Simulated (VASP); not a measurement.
Band structure of KCl (relaxed from the zinc blende structure, space group F-43m). These are PBEsol GGA, VASP's PBE PAW potentials (set 64) (plane waves; VASP) values and carry that method's errors.

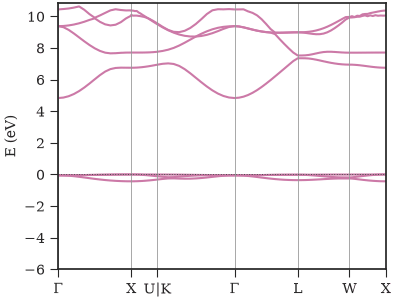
Bands along high-symmetry lines, zero at the valence-band maximum or, without a gap, the Fermi level

Read the plot: is there a gap, and where are the band edges?

The gap is indirect, 4.84 eV, from the valence maximum at X to the conduction minimum at Γ. (Edges off the drawn lines would not show.)

The structure was generated: KCl was put into the zinc blende type (F-43m), which need not be its known phase. It was relaxed first.
